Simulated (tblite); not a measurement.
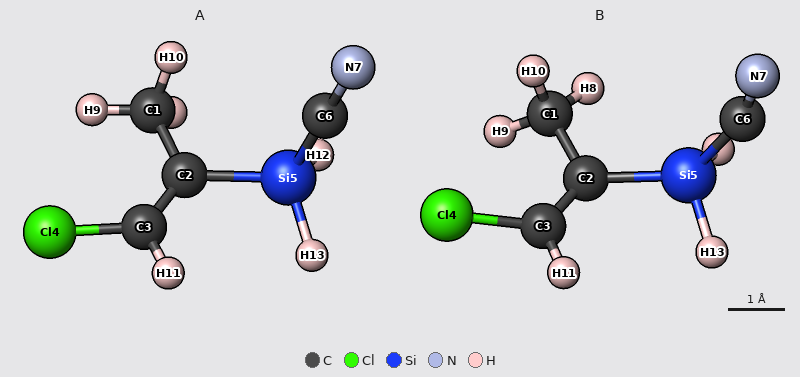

Two geometries of C₄H₆ClNSi (charge −1, multiplicity 2), drawn at one scale. One is the start of a relaxation, the other its converged end. The picture is a ball-and-stick view, seen at a tilt.

The calculation used tblite, GFN2-xTB geometry optimisation, gas phase. 

### Which of the two is the end point?

Structure B is the relaxed one. The largest move after the best rigid fit is that of H10, 0.77 Å. Largest moves by element: H 0.77 Å, Cl 0.35 Å, N 0.33 Å, C 0.33 Å, Si 0.08 Å. Near-neighbour distances that change, for instance: C6–N7 1.458 → 1.170 Å, C3–Cl4 1.705 → 1.763 Å, C3–H11 1.089 → 1.076 Å, C1–C2 1.515 → 1.505 Å. Among the angles between lasting bonds that change: Si5–C6–N7 179.5° → 161.6°, C2–Si5–C6 111.5° → 128.0°, C6–Si5–H12 110.4° → 102.0°. Groups turn about C1–C2 by about 40°. Over 98 geometry steps the energy falls by 242.8 kJ/mol.
